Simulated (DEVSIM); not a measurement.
Device: abrupt Si n-p junction, at 300 K.

| layer (left to right) | material | thickness (μm) | Nd (cm⁻³) | Na (cm⁻³) | τn (s) | τp (s) |
|---|---|---|---|---|---|---|
| 1 | Si | 16.0 | 8e16 | - | 2.4e-5 | 2.4e-5 |
| 2 | Si | 260 | - | 1.3e13 | 2.4e-5 | 2.4e-5 |

Left contact: ohmic. Right contact: ohmic. Voltage is applied to the left contact. Recombination: SRH at mid-gap, radiative. Mobility is μmin + (μ − μmin)/(1 + (N/Nref)^α).

This is a model device: material constants are rounded textbook-type values typed into the input, and sizes, dopings and lifetimes were drawn at random. Values at 300 K.

```csv
parameter,Si
gap (eV),1.124
affinity (eV),4.05
permittivity,11.7
Nc (cm⁻³),2.86e19
Nv (cm⁻³),3.1e19
μn (cm²/Vs),1417
μp (cm²/Vs),470
"μn,min",52
"μp,min",45
"Nref,n",9.7e16
"Nref,p",2.2e17
αn,0.68
αp,0.72
B (cm³/s),4.7e-15
```

Model (solved in DEVSIM): 1D drift-diffusion, Boltzmann statistics, complete ionisation; no tunnelling, impact ionisation, image-force lowering or self-heating.

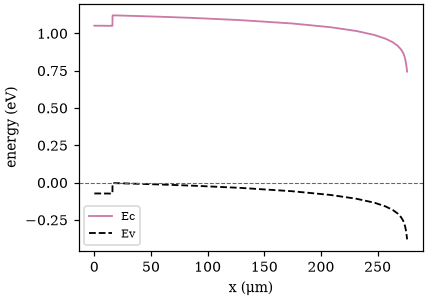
Figure: Band edges at -0.9 V on the left contact

Energies count from the Fermi level of the right contact; mesh points crowd at the junctions.

| x (μm) | Ec (eV) | Ev (eV) | n (cm⁻³) | p (cm⁻³) | field (V/cm) |
|---|---|---|---|---|---|
| 0.000 | 1.052 | -0.072 | 8.0e16 | 1500 | ≈ 0 |
| 0.06094 | 1.052 | -0.072 | 8.0e16 | 1.4e12 | ≈ 0 |
| 0.2761 | 1.052 | -0.072 | 8.0e16 | 6.1e12 | ≈ 0 |
| 0.9936 | 1.052 | -0.072 | 8.0e16 | 2.2e13 | ≈ 0 |
| 5.375 | 1.052 | -0.072 | 8.0e16 | 1.2e14 | ≈ 0 |
| 12.61 | 1.051 | -0.073 | 8.0e16 | 2.8e14 | ≈ 0 |
| 15.06 | 1.051 | -0.073 | 8.0e16 | 3.3e14 | ≈ 0 |
| 15.84 | 1.051 | -0.073 | 8.0e16 | 3.5e14 | ≈ 0 |
| 15.97 | 1.055 | -0.069 | 6.9e16 | 4.1e14 | 2600 |
| 16.02 | 1.091 | -0.033 | 1.8e16 | 1.6e15 | 8300 |
| 16.11 | 1.119 | -0.005 | 5.9e15 | 4.8e15 | 710 |
| 16.69 | 1.121 | -0.003 | 5.3e15 | 5.3e15 | ≈ 0 |
| 18.49 | 1.121 | -0.003 | 5.2e15 | 5.3e15 | ≈ 0 |
| 24.90 | 1.120 | -0.004 | 5.1e15 | 5.1e15 | ≈ 0 |
| 63.53 | 1.111 | -0.013 | 4.2e15 | 4.2e15 | ≈ 0 |
| 174.2 | 1.067 | -0.057 | 1.9e15 | 1.9e15 | ≈ 0 |
| 247.3 | 0.990 | -0.134 | 5.4e14 | 5.6e14 | -21 |
| 267.6 | 0.918 | -0.206 | 1.7e14 | 1.8e14 | -67 |
| 274.4 | 0.824 | -0.300 | 3.5e13 | 3.6e13 | -350 |
| 275.6 | 0.771 | -0.353 | 1.7e13 | 1.7e13 | -600 |
| 275.9 | 0.751 | -0.373 | 5.6e12 | 1.4e13 | -640 |
| 276.0 | 0.744 | -0.380 | 8900000 | 1.3e13 | -650 |
